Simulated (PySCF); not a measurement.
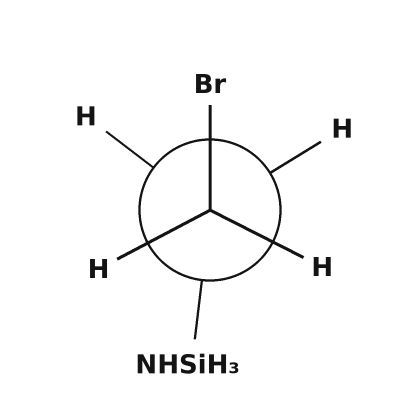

A Newman projection along the Si–C bond, silicon in front; angles are drawn as computed, but eclipsed bonds slightly apart. The geometry was computed by an optimisation with PBE0-D3(BJ)/def2-SVP. No frequency run is at hand to confirm it as a minimum.

> Which molecule is it?

CH8BrNSi2, [SiH3]NC[SiH2]Br

> What is the torsion angle from the front Br to the back NHSiH3? The sign is positive where the front bond must turn clockwise to cover the back bond.

−173°, antiperiplanar (anti). The conformation about this bond is staggered.
